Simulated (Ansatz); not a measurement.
CH$_{8}$BFSi$_{2}$: several calculations on one system

### Relaxation

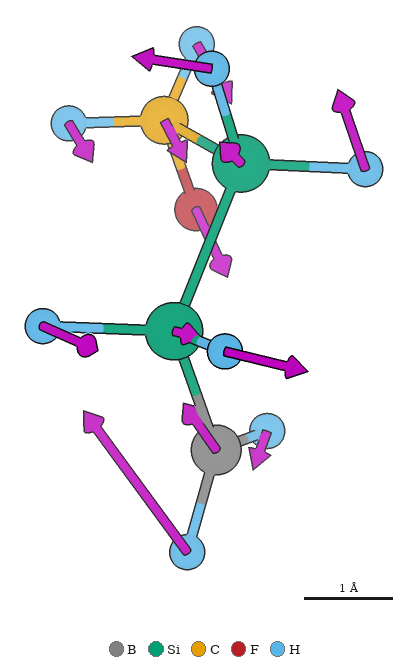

A relaxation of CH8BFSi2. The starting structure is drawn; purple arrows show the displacements, at their true length. The two geometries are superimposed by the best rigid fit.

A ball-and-stick model, seen from a free direction.

The run prepares an end point of a later path (hydrogen shift) calculation, from a guessed geometry.

Computed with Ansatz, RKS PBE0/def2-SVP.

Input
```yaml
crystal:
  periodic: [false, false, false]
  atoms:
    - { symbol: B, position_ang: [-2.1837, 0.3775, 0.1837] }
    - { symbol: Si, position_ang: [-0.8006, -0.4197, 1.1695] }
    - { symbol: Si, position_ang: [0.8696, -0.8744, -0.2184] }
    - { symbol: C, position_ang: [1.6701, 0.7226, -0.9035] }
    - { symbol: F, position_ang: [0.631, 1.3434, -1.6695] }
    - { symbol: H, position_ang: [-3.2251, 0.7598, 0.7234] }
    - { symbol: H, position_ang: [-2.0892, 0.6092, -0.9848] }
    - { symbol: H, position_ang: [-1.2492, -1.6471, 1.7676] }
    - { symbol: H, position_ang: [-0.3315, 0.5117, 2.2697] }
    - { symbol: H, position_ang: [1.9569, -1.5763, 0.5685] }
    - { symbol: H, position_ang: [0.4183, -1.7294, -1.2825] }
    - { symbol: H, position_ang: [1.9329, 1.3802, -0.0502] }
    - { symbol: H, position_ang: [2.4211, 0.5077, -1.5585] }
basis:
  gaussian: { orbitals: def2-SVP }
hamiltonian:
  xc: pbe0
relax:
  f_tol: 0.02
  max_steps: 50
output:
  orbitals: {}
```

Run as
```bash
ansatz run input.yaml --threads 2 --pin off --max-ram 3072MiB --backend cpu --events-out ev --progress --plain --runs-dir out
```

> Describe the change and its energy.

The largest move after the best rigid fit is that of H6, 2.30 Å. By element the largest moves are H 2.30 Å, F 1.08 Å, B 0.85 Å, C 0.57 Å, Si 0.47 Å. Near-neighbour distances that change, for instance: B1–F5 3.506 → 1.809 Å, B1–Si2 1.876 → 2.029 Å, Si2–Si3 2.219 → 2.353 Å, C4–H13 1.019 → 1.099 Å. Bond angles that change, for instance: Si2–Si3–C4 111.6° → 97.0°, B1–Si2–Si3 108.3° → 96.1°, Si2–Si3–H10 108.1° → 118.6°. Groups turn about Si2–Si3 by about 55°, Si3–C4 by about 30°. The energy falls by 0.953 eV in 33 accepted moves (35 points after the start). Largest force component: 4.2 eV/Å at the start, 0.012 eV/Å at the end. The line search rejected the trial steps at points 10, 16 of the run. Cost: 100 s on 2 threads of Intel(R) Xeon(R) Platinum 8488C (Sapphire Rapids), with other jobs on the host, peak memory 0.3 GiB.

### Relaxation

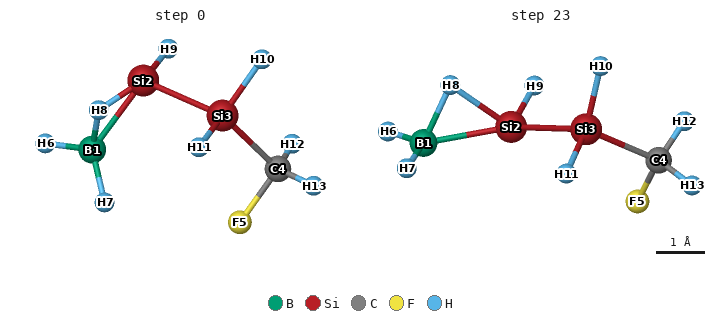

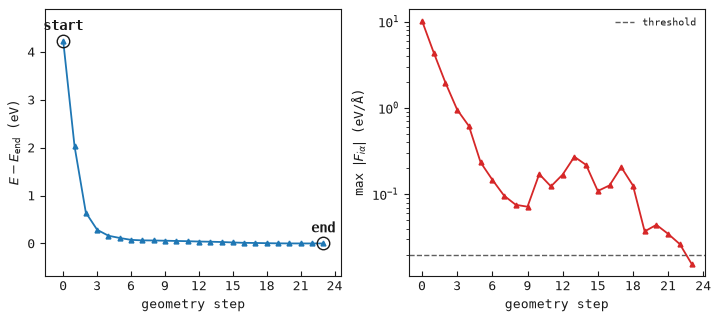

First and last geometry of a relaxation of CH$_{8}$BFSi$_{2}$, with the history of the run. A ball-and-stick model, seen at a tilt.

The run prepares an end point of a later path (hydrogen shift) calculation, from a guessed geometry.

These are results of RKS PBE0/def2-SVP in Ansatz 0.2.0, not measurements.

Input
```yaml
crystal:
  periodic: [false, false, false]
  atoms:
    - { symbol: B, position_ang: [-2.1837, 0.3775, 0.1837] }
    - { symbol: Si, position_ang: [-0.8006, -0.4197, 1.1695] }
    - { symbol: Si, position_ang: [0.8696, -0.8744, -0.2184] }
    - { symbol: C, position_ang: [1.6701, 0.7226, -0.9035] }
    - { symbol: F, position_ang: [0.631, 1.3434, -1.6695] }
    - { symbol: H, position_ang: [-3.2251, 0.7598, 0.7234] }
    - { symbol: H, position_ang: [-2.0892, 0.6092, -0.9848] }
    - { symbol: H, position_ang: [-1.78554, -0.65814, 0.55494] }
    - { symbol: H, position_ang: [-0.3315, 0.5117, 2.2697] }
    - { symbol: H, position_ang: [1.9569, -1.5763, 0.5685] }
    - { symbol: H, position_ang: [0.4183, -1.7294, -1.2825] }
    - { symbol: H, position_ang: [1.9329, 1.3802, -0.0502] }
    - { symbol: H, position_ang: [2.4211, 0.5077, -1.5585] }
basis:
  gaussian: { orbitals: def2-SVP }
hamiltonian:
  xc: pbe0
relax:
  f_tol: 0.02
  max_steps: 50
```

Run as
```bash
ansatz run input.yaml --threads 2 --pin off --max-ram 3072MiB --backend cpu --events-out ev --progress --plain --runs-dir out
```

Read the history and describe the run.

Answer. It converged. The largest move after the best rigid fit is that of H7, 1.67 Å. By element the largest moves are H 1.67 Å, Si 1.12 Å, F 1.08 Å, B 0.65 Å, C 0.48 Å. Near-neighbour distances that change, for instance: Si2–H8 1.185 → 1.678 Å, B1–H8 1.170 → 1.407 Å, Si2–Si3 2.219 → 2.347 Å, C4–H13 1.019 → 1.103 Å. Among the angles between lasting bonds that change: H8–Si2–H9 139.2° → 102.2°, B1–H8–Si2 105.6° → 75.5°, Si2–B1–H8 37.5° → 58.7°. Groups turn about Si3–C4 by about 25°. After 23 geometry steps the energy has fallen by 4.223 eV. Largest force component: 10 eV/Å at the start, 0.016 eV/Å at the end.

```csv
step,"E − E(0), eV","largest force component, eV/Å"
0,0.0000,10.2178
1,-2.1934,4.3695
2,-3.5793,1.9579
3,-3.9377,0.9539
4,-4.0620,0.6171
5,-4.1089,0.2339
6,-4.1479,0.1474
7,-4.1587,0.0964
8,-4.1610,0.0755
9,-4.1660,0.0718
10,-4.1707,0.1713
11,-4.1760,0.1234
12,-4.1831,0.1692
13,-4.1867,0.2721
14,-4.1931,0.2189
15,-4.2024,0.1091
16,-4.2100,0.1268
17,-4.2131,0.2063
18,-4.2175,0.1263
19,-4.2209,0.0371
20,-4.2227,0.0442
21,-4.2229,0.0348
22,-4.2232,0.0264
23,-4.2232,0.0157
```

### Path

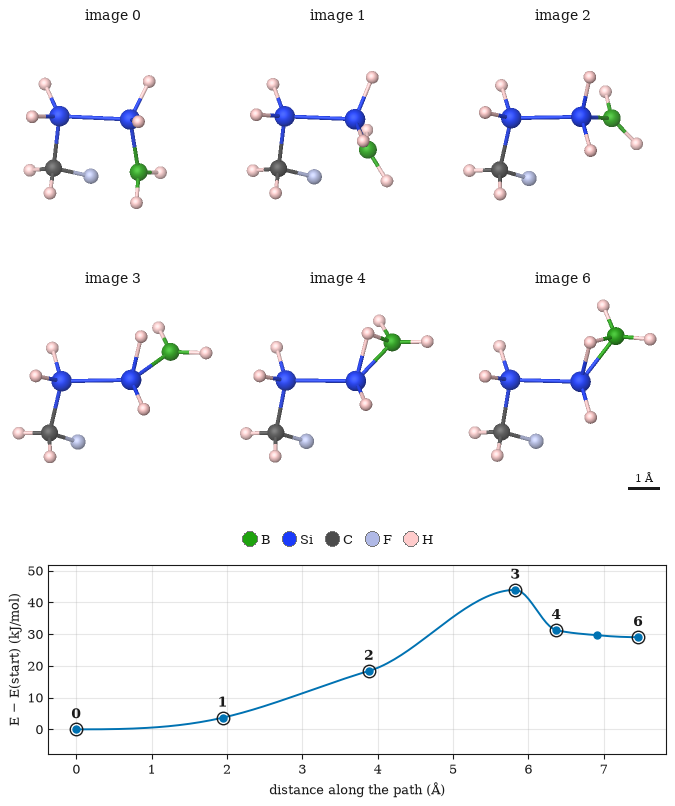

A nudged-elastic-band calculation for CH8BFSi2. Images are numbered from 0 (start) to 6 (end). The picture is a ball-and-stick view, seen at a tilt.

These are results of RKS PBE0/def2-SVP (Ansatz 0.2.0), not measurements. Run with 5 movable images; climbing image; force threshold 0.05 eV/Å; iteration limit 60; starting path through a guess of the saddle point.

Question: Describe the mechanism and the energy profile.

Answer: Forward barrier 44.0 kJ/mol, backward barrier 14.9 kJ/mol, with image 3 at the top; the reaction energy is +29.1 kJ/mol. No bond forms or breaks between the ends. Among the angles between lasting bonds that change up to the highest image: B–Si–H 118.4° → 67.3°, B–Si–Si 96.1° → 123.4°. The band converged in 31 iterations. The largest component of the band force went from 6.9 to 0.039 eV/Å. The climbing image converged on the top of the path. Its vibrational analysis gives one imaginary mode (406i cm⁻¹), as a transition state must have.

Cost: 5.8 min on 2 threads of Intel(R) Xeon(R) Platinum 8488C (Sapphire Rapids) (shared host), peak memory 0.3 GiB.
